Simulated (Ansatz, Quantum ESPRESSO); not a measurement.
# Al: work function by face, part 4 of 6

Aim: the work function of the low-index faces of Al, their order, and how far the functional matters.

Quantum ESPRESSO 7.5; plane-wave DFT, PBE, GBRV ultrasoft pseudopotentials; geometry and cross-check by Ansatz 0.2.0 with PAW datasets.

So far. Step 7 (Relaxation with Ansatz of (100)): The relaxation lowers the energy by 3 meV an atom. Held were the atoms numbered 3; the forces quoted are those on the free ones. Step 11 (Potential by pp.x of (100)): On (100) the work function under LDA lies +0.15 eV from PBE's.

**12. Geometry from Ansatz of (110)**

Level of this step: plane-wave DFT, PBE, Ansatz PAW (Ansatz 0.2.0).

System of this step: Al(110), 7 layers. The cell holds 7 atoms: 7 Al. Its edges and angles: a = 4.050 Å, b = 2.864 Å, c = 24.591 Å, α = 90.0°, β = 90.0°, γ = 90.0°. It derives from Al. Vacuum lies along c.

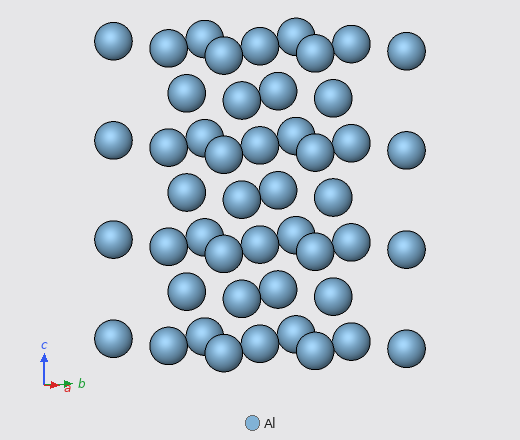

The cell of this step (aluminium light blue). 2×2×1 cells are drawn. Some periodic images of atoms are drawn too.

The input, input.yaml:

```yaml
crystal:
  lattice:
    - [4.05, 0.0, 0.0]
    - [0.0, 2.8637824638, 0.0]
    - [0.0, 0.0, 24.5913473914]
  atoms:
    - { symbol: Al, position: [0.0, 0.0, 0.3253176767] }
    - { symbol: Al, position: [0.5, 0.5, 0.3835451178] }
    - { symbol: Al, position: [0.0, 0.0, 0.4417725589] }
    - { symbol: Al, position: [0.5, 0.5, 0.5] }
    - { symbol: Al, position: [0.0, 0.0, 0.5582274411] }
    - { symbol: Al, position: [0.5, 0.5, 0.6164548822] }
    - { symbol: Al, position: [0.0, 0.0, 0.6746823233] }
kpoints:
  mp_grid: { grid: [8, 10, 1] }
hamiltonian:
  xc: pbe
scf:
  occupations: { method: fermi_dirac, width: 0.1 }
  convergence: { dr2_threshold: 1.0e-08 }
efield:
  axis: 3
  dipole_correction: true
  ramp_position: 0.97
  ramp_width: 0.04
relax:
  f_tol: 0.01
  constraints: [{ sites: [2, 3, 4] }]
output:
  write_potential: true
  write_density: true
  volumetric_format: npy
```

Launch:

```console
$ ansatz run input.yaml --threads 2 --pin off --max-ram 4096MiB --backend cpu --events-out ev --progress --plain --runs-dir out
```

Numbers of over 12 decimals in the logs are rounded to 6 here.

The program printed:

```text
[...]
Crystal: 7 atoms, lattice volume = 285.218 Å³
Basis set: ecut = 420 eV, 5603 PW (Γ), exchange–correlation on 60×40×360 points (8 copies of the dense FFT grid, shifted against one another)
Bands: 18, of which v1, the nominal top of the filled ones, is band 11 counted from 1 (10 counted from 0)
Symmetry: 4 space group operations
k-points: 30 of 80
[...]
SCF iter   1: F=—  HF=-3761.066581 eV  |F-HF|=—  |Δ(HF+E_count)|=         —  Δρ=1.25e-3  dr2=2.65e-2  ethr=1.77e-3  p=-0.000 e·Å  D=-1.60e-4 V/Å  ΔV_dip=0.00 eV  dr2_dipole=1.01e-5  V_vac-E_F(+/−)=4.00/3.99 eV  ⟨swp⟩=9.3  Hψ=3947  notcnv=0
[...]
SCF iter   7: F=-3761.064415 eV  HF=-3761.064415 eV  |F-HF|=1.66e-9  |Δ(HF+E_count)|=   2.03e-8  Δρ=2.76e-7  dr2=3.78e-10  ethr=4.76e-11  p=0.000 e·Å  D=2.61e-7 V/Å  ΔV_dip=-0.00 eV  dr2_dipole=2.93e-13  V_vac-E_F(+/−)=4.06/4.06 eV  ⟨swp⟩=9.1  Hψ=3233  notcnv=0
SCF 1 converged in 7 iterations: F = -3761.064415 eV  dr2 = 3.78e-10
[...]
relax step   1: F+E_penalty+E_count = -3761.06441510 eV  Δ(F+E_penalty+E_count) = +0.000e0 eV  max|allowed force component| = 2.795e-1 eV/Å  Δτ_max = 0.0000 Å  (7 SCF iters, accepted)
[...]
SCF iter   7: F=-3761.102338 eV  HF=-3761.102338 eV  |F-HF|=1.89e-9  |Δ(HF+E_count)|=   1.92e-8  Δρ=2.72e-7  dr2=2.87e-10  ethr=4.76e-11  p=0.000 e·Å  D=1.50e-7 V/Å  ΔV_dip=-0.00 eV  dr2_dipole=2.53e-16  V_vac-E_F(+/−)=4.05/4.05 eV  ⟨swp⟩=9.3  Hψ=3447  notcnv=0
SCF 2 converged in 7 iterations: F = -3761.102338 eV  dr2 = 2.87e-10
[...]
relax step   2: F+E_penalty+E_count = -3761.10233769 eV  Δ(F+E_penalty+E_count) = -3.792e-2 eV  max|allowed force component| = 5.319e-2 eV/Å  Δτ_max = 0.0801 Å  (7 SCF iters, accepted)
SCF iter   1: F=—  HF=-3761.104520 eV  |F-HF|=—  |Δ(HF+E_count)|=         —  Δρ=5.90e-4  dr2=1.08e-2  ethr=1.89e-4  p=0.000 e·Å  D=1.54e-7 V/Å  ΔV_dip=-0.00 eV  dr2_dipole=5.50e-12  V_vac-E_F(+/−)=4.04/4.04 eV  ⟨swp⟩=2.0  Hψ=1534  notcnv=0  defer=6
[...]
SCF iter   6: F=-3761.103593 eV  HF=-3761.103593 eV  |F-HF|=1.61e-9  |Δ(HF+E_count)|=   4.72e-8  Δρ=4.68e-7  dr2=2.78e-9  ethr=4.76e-11  p=0.000 e·Å  D=1.57e-7 V/Å  ΔV_dip=-0.00 eV  dr2_dipole=5.08e-16  V_vac-E_F(+/−)=4.04/4.04 eV  ⟨swp⟩=9.6  Hψ=3467  notcnv=0
SCF 3 converged in 6 iterations: F = -3761.103593 eV  dr2 = 2.78e-9
relax step   3: F+E_penalty+E_count = -3761.10359259 eV  Δ(F+E_penalty+E_count) = -1.255e-3 eV  max|allowed force component| = 9.307e-3 eV/Å  Δτ_max = 0.0273 Å  (6 SCF iters, accepted)
[...]
SCF converged after 6 iterations
Free energy (F): -3761.103593 eV
[...]
Internal energy: -3760.993068 eV  (E = F + TS)
E sigma→0 (E₀):  -3761.048330 eV
Entropy (-TS):   -0.110524 eV (-15.789 meV/atom)
Fermi energy:    0.872930 eV
Dipole field:    D = 0.000000 V/Å  (p = 0.000000 e·Å, saw-weighted, corrected)
Work function:   Φ+ = 4.0435 eV   Φ− = 4.0435 eV
[...]
--- Forces (eV/Å), atoms counted from 1 ---
  atom   1  Al     0.00000000     0.00000000     0.00833920
  atom   2  Al     0.00000000     0.00000000     0.00930685
  atom   3  Al     0.00000000     0.00000000    -0.10178751
  atom   4  Al     0.00000000     0.00000000    -0.00000002
  atom   5  Al     0.00000000     0.00000000     0.10178750
  atom   6  Al     0.00000000     0.00000000    -0.00930678
  atom   7  Al     0.00000000     0.00000000    -0.00833923
  max |Σ_I F_I| component: 2.45e-8 eV/Å
--- Band table (eV; the first three rows and the last of 30) ---
  k-point 0: bands = [... 7 lower, -0.9104, -0.3763, 0.4129, 0.5584, 1.1202, 2.2488, 2.4901, 3.3933, ... 3 higher]
  k-point 1: bands = [... 7 lower, -0.7455, -0.2043, 0.5775, 0.7271, 1.2689, 2.3947, 2.6555, 3.5127, ... 3 higher]
  k-point 2: bands = [... 7 lower, -0.2506, 0.2545, 1.0717, 1.1197, 1.1829, 2.0369, 2.2728, 2.6780, ... 3 higher]
  k-point 29: bands = [... 7 lower, -1.9810, -1.3431, -1.2917, -1.2495, -0.1209, 0.1468, 1.2308, 1.3969, ... 3 higher]
--- Relaxed structure (3 steps of the walk, 3 accepted, 0 SCFs on fresh bases) ---
  F+E_penalty+E_count = -3761.10359259 eV   max|allowed force component| = 9.307e-3 eV/Å
  atoms:
    - { symbol: Al, position: [0.0, 0.0, 0.327951] }
    - { symbol: Al, position: [0.5, 0.5, 0.380461] }
    - { symbol: Al, position: [0.0, 0.0, 0.4417725589] }
    - { symbol: Al, position: [0.5, 0.5, 0.5] }
    - { symbol: Al, position: [0.0, 0.0, 0.5582274411] }
    - { symbol: Al, position: [0.5, 0.5, 0.619539] }
    - { symbol: Al, position: [0.0, 0.0, 0.672049] }
```

The job ended after 21 s (2 threads of Arm Neoverse V2, shared host; peak memory 0.48 GiB).

Relaxation path:

| step | energy less that of the first step (eV) | largest force component (eV/Å) |
| --- | --- | --- |
| 1 | 0.0000 | 0.2795 |
| 2 | -0.0379 | 0.0532 |
| 3 | -0.0392 | 0.0093 |

Forces are held to the 4 operations that the run works with; a distortion that breaks them can't arise in this run.

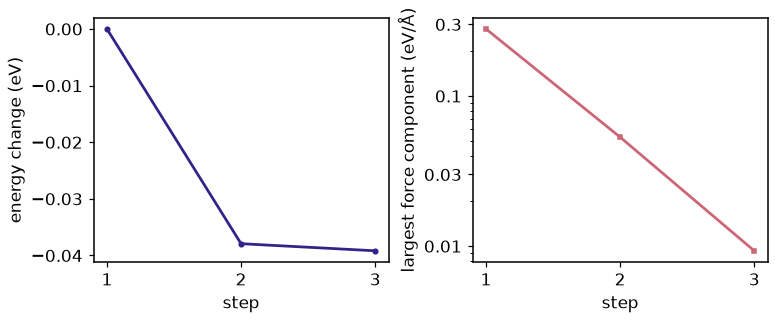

Energy and largest force along the relaxation.

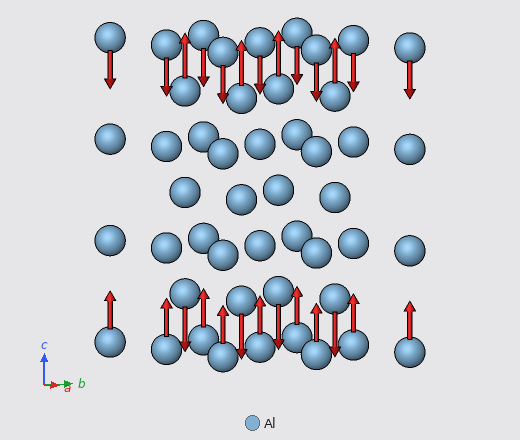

Displacements in the relaxation, exaggerated; the longest in the cell stands for 0.08 Å. 2×2×1 cells are drawn. Some periodic images of atoms are drawn too.

The atoms that moved most (Å):

| atom | dx | dy | dz | length |
| --- | --- | --- | --- | --- |
| Al2 | 0.000 | 0.000 | -0.076 | 0.076 |
| Al6 | 0.000 | 0.000 | 0.076 | 0.076 |
| Al1 | 0.000 | 0.000 | 0.065 | 0.065 |
| Al7 | 0.000 | 0.000 | -0.065 | 0.065 |

The relaxation lowers the energy by 6 meV an atom. Held were the atoms numbered 3, 4 and 5; the forces quoted are those on the free ones.

This step gave:

```
free energy                     : -3761.1036 eV
energy at zero smearing         : -3761.0483 eV
smearing term TS                : 0.1105 eV
Fermi energy                    : 0.8729 eV
symmetry operations             : 4
work function of the upper face : 4.043 eV
work function of the lower face : 4.043 eV
dipole along the normal         : 2.07e-7 e·Å
```

[end of part 4 of 6]

[Logs are printed without paths, hosts, clocks, repeated set-up lines and the standing remarks that a program may print on its own settings, such as how far it seeks lower states.]

[Hosts, paths, dates, database ids (printed as entryN), source tags and the programs' standing remarks are cut or masked in the printed files.]

[Maps of the electrostatic potential energy from Ansatz leave out the sawtooth potential of an applied field or a dipole correction, so their vacuum need not be flat; planar profiles and work functions include it.]
